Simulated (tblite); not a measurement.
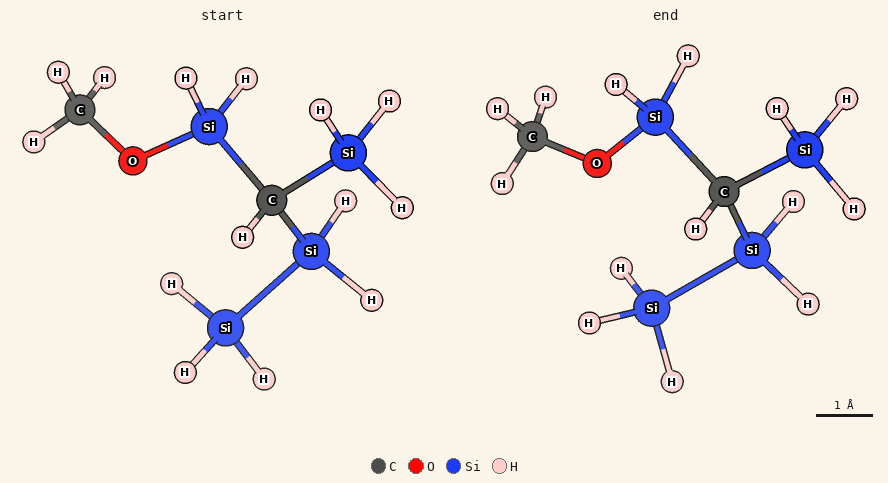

The structure of C2H14OSi4 before (left) and after (right) a relaxation, at one scale.

A ball-and-stick model, seen at a tilt.

These are results of GFN2-xTB geometry optimisation, gas phase (tblite 0.8.0), not measurements. 

Describe what moved and what it gained.

Answer. The energy falls by 40.0 kJ/mol in 134 geometry steps. An H atom moves most after the best rigid fit: 1.15 Å. Largest moves by element: H 1.15 Å, C 0.53 Å, Si 0.48 Å, O 0.39 Å. Among the contacts that change: C–Si 1.846 → 1.912 Å, C–Si 1.828 → 1.894 Å, C–O 1.436 → 1.393 Å, C–Si 1.851 → 1.886 Å. Bond angles that change, for instance: O–Si–C 112.1° → 101.7°, C–O–Si 118.1° → 126.9°, Si–C–Si 107.5° → 114.5°. Groups turn about Si–Si by about 25°. Cost: 2.5 s on 1 thread of Arm Neoverse N1, on a shared host.
